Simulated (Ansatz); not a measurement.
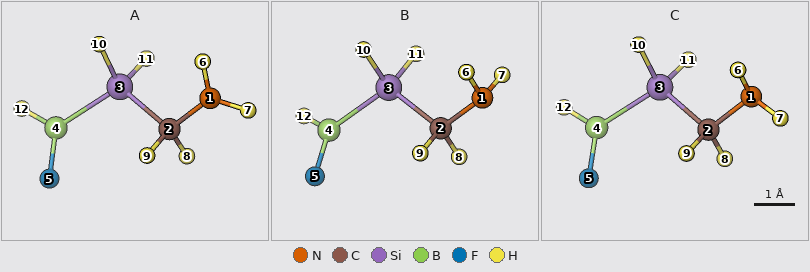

3 geometries from a converged minimum-energy path of CH₇BFNSi, shuffled. Style: ball-and-stick. Shown at a tilt.

All numbers below come from Ansatz, RKS PBE0/def2-SVP. Run with 5 movable images; climbing image; force threshold 0.05 eV/Å; iteration limit 60; starting path by image-dependent pair potential.

Which of them lies highest in energy?

A. In order along the path, whose images run from 0 to 6: C (image 1, +0.005 eV), A (image 3, +0.196 eV), B (image 5, +0.015 eV). The motion is an umbrella inversion at N1. No bond forms or breaks between the ends. Bond angles that change up to the highest image, for instance: H6–N1–H7 106.4° → 117.2°, C2–N1–H6 110.7° → 121.2°.

The run took 5.8 min on 2 threads of Arm Neoverse V2, on a shared host, peak memory 0.24 GiB.
